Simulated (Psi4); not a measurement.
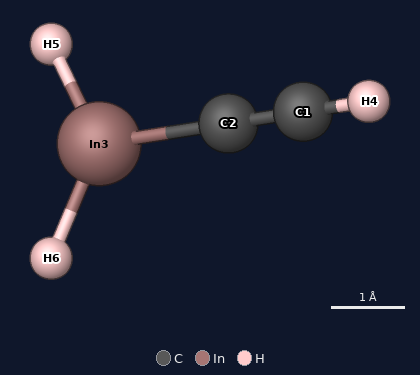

*The structure as given in the input (ball-and-stick view, seen at a tilt; atoms are numbered from 1 in the order of the input). Sticks mark near contacts.*

Bond lengths as drawn: C–C 1.21 Å, C–H 1.07 Å, C–In 2.10 Å and H–In 1.71 Å.

**C2H3In: energy and gradient calculation**

The run: energy and gradient calculation of C2H3In, SMILES C#[C][InH2]. Method and program: M06-L/def2-SVPD, RKS, core potentials def2 (Psi4 1.11).

The geometry comes from this level: PBE0-D4/def2-TZVP.

## Output
```
Psi4 1.11 release

gradient() will perform analytic gradient computation.

   => Loading Basis Set <=

    Name: DEF2-SVPD
    Role: ORBITAL
    Keyword: BASIS

    !!!  WARNING: ECP capability is in beta. Please check occupations closely.  !!!

         ---------------------------------------------------------
                                   SCF
                              RKS Reference
                        1 Threads,   2098 MiB Core
         ---------------------------------------------------------

  ==> Geometry <==

    Molecular point group: c1
    Full point group: C1

    Geometry (in Angstrom), charge = 0, multiplicity = 1:

       Center              X                  Y                   Z               Mass
    ------------   -----------------  -----------------  -----------------  -----------------
         C           -0.272544676549    -2.817173727020     0.021980726310    12.000000000000
         C           -0.156344676549    -1.612573727020     0.012780726310    12.000000000000
         IN           0.045955323451     0.474726272980    -0.003719273690   114.903878776000
         H           -0.374944676549    -3.878773727020     0.030180726310     1.007825032230
         H            0.587555323451     1.192326272980    -1.461919273690     1.007825032230
         H           -0.345344676549     1.306326272980     1.441880726310     1.007825032230

  Running in c1 symmetry.

  Rotational constants: A =      3.59122  B =      0.09786  C =      0.09527 [cm^-1]
  Rotational constants: A = 107662.04339  B =   2933.89358  C =   2856.06315 [MHz]
  Nuclear repulsion =   91.358346393140707

  Charge       = 0
  Multiplicity = 1
  Electrons    = 36
  Nalpha       = 18
  Nbeta        = 18

  ==> Algorithm <==

  SCF Algorithm Type is PK.
  DIIS enabled.
  MOM disabled.
  Fractional occupation disabled.
  Guess Type is SAD.
  Energy threshold   = 1.00e-09
  Density threshold  = 1.00e-08
  Integral threshold = 1.00e-12

  ==> Primary Basis <==

  Basis Set: DEF2-SVPD
    Blend: DEF2-SVPD
    Number of shells: 40
    Number of basis functions: 96
    Number of Cartesian functions: 103
    Spherical Harmonics?: true
    Max angular momentum: 2

  Core potential: DEF2-SVPD
    Number of shells: 4
    Number of ECP primitives: 18
    Number of ECP core electrons: 28
    Max angular momentum: 3

  ==> DFT Potential <==

   => LibXC <=

    Version 7.1.2

   => Composite Functional: M06-L <=

    M06-L Meta-GGA XC Functional

    Deriv               =              1
    GGA                 =           TRUE
    Meta                =           TRUE

    Exchange Hybrid     =          FALSE
    MP2 Hybrid          =          FALSE

   => Exchange Functionals <=

    1.0000   XC_MGGA_X_M06_L

   => Correlation Functionals <=

    1.0000   XC_MGGA_C_M06_L

   => LibXC Density Thresholds  <==

    XC_MGGA_C_M06_L:  1.00E-12
    XC_MGGA_X_M06_L:  1.00E-15

   => Molecular Quadrature <=

    Radial Scheme          =       TREUTLER
    Pruning Scheme         =           NONE
    Nuclear Scheme         =       TREUTLER

    Blocking Scheme        =         OCTREE
    BS radius alpha        =              1
    Pruning alpha          =              1
    Radial Points          =             99
    Spherical Points       =            590
    Total Points           =         337476
    Total Blocks           =           2488
    Max Points             =            256
    Max Functions          =             96
    Weights Tolerance      =       1.00E-15

  ==> Integral Setup <==

  Using in-core PK algorithm.
   Calculation information:
      Number of atoms:                   6
      Number of AO shells:              40
      Number of primitives:             71
      Number of atomic orbitals:       103
      Number of basis functions:        96

      Integral cutoff                 1.00e-12
      Number of threads:                 1

  Performing in-core PK
  Using 21682992 doubles for integral storage.
  We computed 320861 shell quartets total.
  Whereas there are 336610 unique shell quartets.

  ==> DiskJK: Disk-Based J/K Matrices <==

    J tasked:                  Yes
    K tasked:                   No
    wK tasked:                  No
    Memory [MiB]:              648
    Schwarz Cutoff:          1E-12

  Cached 33.4% of DFT collocation blocks in 0.654 [GiB].

  Minimum eigenvalue in the overlap matrix is 4.6227000136E-05.
  Reciprocal condition number of the overlap matrix is 6.8306269349E-06.
    Using symmetric orthogonalization.

  ==> Pre-Iterations <==

  SCF Guess: Superposition of Atomic Densities via on-the-fly atomic UHF (no occupation information).

   -------------------------
    Irrep   Nso     Nmo
   -------------------------
     A         96      96
   -------------------------
    Total      96      96
   -------------------------

  ==> Iterations <==

                        Total Energy        Delta E     RMS |[F,P]|

   @RKS iter SAD:  -266.95505870185258   -2.66955e+02   0.00000e+00
   @RKS iter   1:  -267.71251759669855   -7.57459e-01   8.51832e-03 DIIS/ADIIS
   @RKS iter   2:  -266.87974269898706    8.32775e-01   1.35396e-02 DIIS/ADIIS
   @RKS iter   3:  -268.03970356066634   -1.15996e+00   3.65479e-03 DIIS/ADIIS
   @RKS iter   4:  -268.09209936871201   -5.23958e-02   2.09205e-03 DIIS/ADIIS
   @RKS iter   5:  -268.11431741797594   -2.22180e-02   3.01383e-04 DIIS/ADIIS
   @RKS iter   6:  -268.11471569514521   -3.98277e-04   8.47738e-05 DIIS
   @RKS iter   7:  -268.11475320025846   -3.75051e-05   2.14125e-05 DIIS
   @RKS iter   8:  -268.11475618704816   -2.98679e-06   3.34919e-06 DIIS
   @RKS iter   9:  -268.11475626823972   -8.11916e-08   4.49919e-07 DIIS
   @RKS iter  10:  -268.11475627023179   -1.99208e-09   6.75649e-08 DIIS
   @RKS iter  11:  -268.11475627027562   -4.38263e-11   1.62542e-08 DIIS
   @RKS iter  12:  -268.11475627027789   -2.27374e-12   4.09087e-09 DIIS
  Energy and wave function converged.

  ==> Post-Iterations <==

   Electrons on quadrature grid:
      Ntotal   =   36.0000001976 ; deviation = 1.976e-07

    Orbital Energies [Eh]
    ---------------------

    Doubly Occupied:

       1A    -10.057192     2A    -10.041875     3A     -4.598255
       4A     -3.024097     5A     -3.009185     6A     -3.007634
       7A     -0.732996     8A     -0.723965     9A     -0.723073
      10A     -0.721986    11A     -0.718315    12A     -0.679127
      13A     -0.492602    14A     -0.411063    15A     -0.300257
      16A     -0.282891    17A     -0.260453    18A     -0.248414

    Virtual:

      19A     -0.086003    20A     -0.005552    21A      0.003561
      22A      0.014169    23A      0.029320    24A      0.035719
      25A      0.057491    26A      0.070730    27A      0.087196
      28A      0.091103    29A      0.094046    30A      0.109545
      31A      0.112452    32A      0.140324    33A      0.144507
      34A      0.188436    35A      0.207585    36A      0.214364
      37A      0.225614    38A      0.240483    39A      0.247117
      40A      0.249336    41A      0.265412    42A      0.265700
      43A      0.279993    44A      0.299711    45A      0.325892
      46A      0.338245    47A      0.378012    48A      0.379621
      49A      0.394946    50A      0.414684    51A      0.437345
      52A      0.461387    53A      0.468659    54A      0.479006
      55A      0.516942    56A      0.536984    57A      0.578742
      58A      0.584604    59A      0.618654    60A      0.628813
      61A      0.681726    62A      0.719178    63A      0.743214
      64A      0.744817    65A      0.885663    66A      0.899076
      67A      0.911149    68A      1.049537    69A      1.059375
      70A      1.092512    71A      1.136612    72A      1.177674
      73A      1.467801    74A      1.478504    75A      1.537276
      76A      1.706912    77A      1.709263    78A      1.737548
      79A      1.763961    80A      1.778249    81A      1.823269
      82A      1.855028    83A      1.860249    84A      1.961193
      85A      2.049969    86A      2.056040    87A      2.072704
      88A      2.260553    89A      2.763620    90A      2.769031
      91A      2.786185    92A      3.652362    93A     16.282874
      94A     17.518927    95A     18.222769    96A     61.134180

    Final Occupation by Irrep:
              A
    DOCC [    18 ]
    NA   [    18 ]
    NB   [    18 ]

  @RKS Final Energy:  -268.11475627027789

   => Energetics <=

    Nuclear Repulsion Energy =             91.3583463931407067
    One-Electron Energy =                -620.2155574436841334
    Two-Electron Energy =                 289.4688306887776434
    DFT Exchange-Correlation Energy =     -28.7263759085120824
    Empirical Dispersion Energy =           0.0000000000000000
    VV10 Nonlocal Energy =                  0.0000000000000000
    Total Energy =                       -268.1147562702778941

Computation Completed

Properties will be evaluated at   0.000000,   0.000000,   0.000000 [a0]

Properties computed using the SCF density matrix

 Multipole Moments:

 ------------------------------------------------------------------------------------
     Multipole            Electronic (a.u.)      Nuclear  (a.u.)        Total (a.u.)
 ------------------------------------------------------------------------------------

 L = 1.  Multiply by 2.5417464519 to convert [e a0] to [Debye]
 Dipole X            :          3.3035877           -3.2900290            0.0135587
 Dipole Y            :         34.1337023          -33.9949526            0.1387497
 Dipole Z            :         -0.2666713            0.2657071           -0.0009642
 Magnitude           :                                                    0.1394139

 ------------------------------------------------------------------------------------

	total time  =         44 seconds =       0.73 minutes

         ------------------------------------------------------------
                                   SCF GRAD
         ------------------------------------------------------------

  ==> Geometry <==

    Molecular point group: c1
    Full point group: C1

    Geometry (in Angstrom), charge = 0, multiplicity = 1:

       Center              X                  Y                   Z               Mass
    ------------   -----------------  -----------------  -----------------  -----------------
         C           -0.272544676549    -2.817173727020     0.021980726310    12.000000000000
         C           -0.156344676549    -1.612573727020     0.012780726310    12.000000000000
         IN           0.045955323451     0.474726272980    -0.003719273690   114.903878776000
         H           -0.374944676549    -3.878773727020     0.030180726310     1.007825032230
         H            0.587555323451     1.192326272980    -1.461919273690     1.007825032230
         H           -0.345344676549     1.306326272980     1.441880726310     1.007825032230

  Nuclear repulsion =   91.358346393140707

  ==> Basis Set <==

  Basis Set: DEF2-SVPD
    Blend: DEF2-SVPD
    Number of shells: 40
    Number of basis functions: 96
    Number of Cartesian functions: 103
    Spherical Harmonics?: true
    Max angular momentum: 2

  Core potential: DEF2-SVPD
    Number of shells: 4
    Number of ECP primitives: 18
    Number of ECP core electrons: 28
    Max angular momentum: 3

  ==> DirectJKGrad: Integral-Direct SCF Gradients <==

    Gradient:                    1
    J tasked:                  Yes
    K tasked:                   No
    wK tasked:                  No
    Integrals threads:           1
    Schwarz Cutoff:          1E-12

  ==> DFT Potential <==

   => LibXC <=

    Version 7.1.2

   => Composite Functional: M06-L <=

    M06-L Meta-GGA XC Functional

    Deriv               =              1
    GGA                 =           TRUE
    Meta                =           TRUE

    Exchange Hybrid     =          FALSE
    MP2 Hybrid          =          FALSE

   => Exchange Functionals <=

    1.0000   XC_MGGA_X_M06_L

   => Correlation Functionals <=

    1.0000   XC_MGGA_C_M06_L

   => LibXC Density Thresholds  <==

    XC_MGGA_C_M06_L:  1.00E-12
    XC_MGGA_X_M06_L:  1.00E-15

   => Molecular Quadrature <=

    Radial Scheme          =       TREUTLER
    Pruning Scheme         =           NONE
    Nuclear Scheme         =       TREUTLER

    Blocking Scheme        =         OCTREE
    BS radius alpha        =              1
    Pruning alpha          =              1
    Radial Points          =             99
    Spherical Points       =            590
    Total Points           =         337476
    Total Blocks           =           2488
    Max Points             =            256
    Max Functions          =             96
    Weights Tolerance      =       1.00E-15

  -Total Gradient:
     Atom            X                  Y                   Z
    ------   -----------------  -----------------  -----------------
       1        0.002207601369     0.022880748615    -0.000179879901
       2       -0.001812337962    -0.018787055038     0.000141692230
       3       -0.000476574480    -0.004903805041     0.000052008159
       4        0.000531426559     0.005482892082    -0.000040923751
       5       -0.001630357469    -0.002189031546     0.004380756920
       6        0.001175729758    -0.002530919559    -0.004353341553

	total time  =          8 seconds =       0.13 minutes
```

## Standard output
```
gradient / Eh bohr^-1
[[ 2.2080e-03  2.2881e-02 -1.8000e-04]
 [-1.8120e-03 -1.8787e-02  1.4200e-04]
 [-4.7700e-04 -4.9040e-03  5.2000e-05]
 [ 5.3100e-04  5.4830e-03 -4.1000e-05]
 [-1.6300e-03 -2.1890e-03  4.3810e-03]
 [ 1.1760e-03 -2.5310e-03 -4.3530e-03]]
CURRENT ENERGY                                   -268.1147562703
CURRENT REFERENCE ENERGY                         -268.1147562703
DD SOLVATION ENERGY                                 0.0000000000
DFT FUNCTIONAL TOTAL ENERGY                      -268.1147562703
DFT TOTAL ENERGY                                 -268.1147562703
DFT VV10 ENERGY                                     0.0000000000
DFT XC ENERGY                                     -28.7263759085
GRID ELECTRONS ALPHA                               18.0000000988
GRID ELECTRONS BETA                                18.0000000988
GRID ELECTRONS TOTAL                               36.0000001976
NUCLEAR REPULSION ENERGY                           91.3583463931
ONE-ELECTRON ENERGY                              -620.2155574437
PCM POLARIZATION ENERGY                             0.0000000000
PE ENERGY                                           0.0000000000
SCF ITERATION ENERGY                             -268.1147562703
SCF ITERATIONS                                     12.0000000000
SCF TOTAL ENERGY                                 -268.1147562703
TWO-ELECTRON ENERGY                               289.4688306888
XC GRID RADIAL POINTS                              99.0000000000
XC GRID SPHERICAL POINTS                          590.0000000000
XC GRID TOTAL POINTS                           337476.0000000000
```

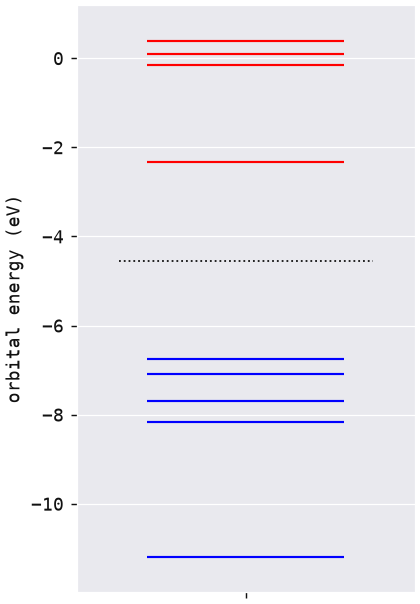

*Orbital energies near the frontier; the dotted line parts filled from empty levels, and levels within 0.02 eV of each other stand side by side.*

Highest filled −6.76 eV, lowest empty −2.34 eV, 4.42 eV apart.

This output came from the following input.

## Input file (c2h3in.py)
```python
import psi4

psi4.set_memory(2200000000)
psi4.set_num_threads(1)
psi4.set_output_file('output.dat', False)

with open('c2h3in.xyz') as f:
    atoms = ''.join(f.readlines()[2:])
mol = psi4.geometry('0 1\n' + atoms + 'symmetry c1')

psi4.set_options({
    'basis': 'def2-SVPD',
    'puream': True,
    'e_convergence': 1e-09,
    'd_convergence': 1e-08,
    'scf_type': 'pk',
    'dft_radial_points': 99,
    'dft_spherical_points': 590,
})

energy_value = psi4.gradient("m06-l")
print('gradient / Eh bohr^-1')
print(energy_value.np.round(6))
for k, v in sorted(psi4.core.scalar_variables().items()):
    print(f'{k:45s} {v:18.10f}')
```

## File c2h3in.xyz
```
6
C2H3In
C     -0.186600    -1.928000     0.015100
C     -0.070400    -0.723400     0.005900
In     0.131900     1.363900    -0.010600
H     -0.289000    -2.989600     0.023300
H      0.673500     2.081500    -1.468800
H     -0.259400     2.195500     1.435000
```

Command:
```bash
python c2h3in.py
```

## Results in brief

| quantity | value |
| --- | --- |
| outcome | converged |
| total energy | −268.114756 hartree |
| basis functions | 96 |
| largest force | 1.182 eV/Å |
| HOMO | −6.76 eV |
| LUMO | −2.34 eV |
| dipole moment | 0.35 D |
| hardware | 1 thread of Intel Xeon @ 2.90GHz (Ice Lake), 32 GiB of memory available, shared host |
| wall time | 54 s |
| peak memory | 1.1 GiB |
